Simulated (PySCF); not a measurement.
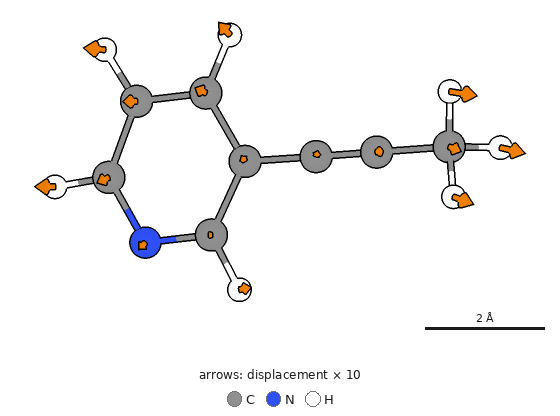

This is a relaxation of C8H7N. The starting structure is drawn; orange arrows show the displacements, 10 times their true length. The two geometries are superimposed by the best rigid fit.

A ball-and-stick model, seen at a tilt.

The start comes from GFN2-xTB.

All numbers below come from PySCF, PBE0-D3(BJ)/def2-SVP geometry optimisation, gas phase. 

Q: Atoms of which element are displaced furthest, and by how much?

A: Hydrogen: up to 0.058 Å, against 0.029 Å for carbon.

Q: What did the optimiser do to the structure, and how much energy did it gain?

A: The energy falls by 0.050 eV in 2 geometry steps. The largest force component goes from 0.87 to 0.019 eV/Å. An H atom moves most after the best rigid fit: 0.058 Å. Largest moves by element: H 0.058 Å, C 0.029 Å, N 0.020 Å. Among the contacts that change: C–H 1.082 → 1.096 Å, C–C 1.413 → 1.426 Å, C–C 1.203 → 1.215 Å, C–C 1.399 → 1.409 Å.
